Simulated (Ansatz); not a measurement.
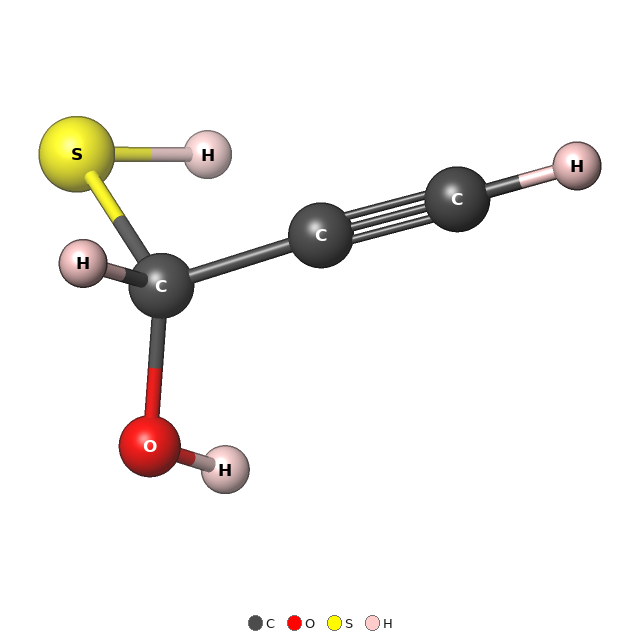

Orthographic view. Distant atoms are faded towards the background colour. The computed structure is the end point of a PBE-D4/def2-SVP optimisation. No frequency run is at hand to confirm it as a minimum.

Q: Write the InChI string.

A: InChI=1S/C3H4OS/c1-2-3(4)5/h1,3-5H/t3-/m1/s1
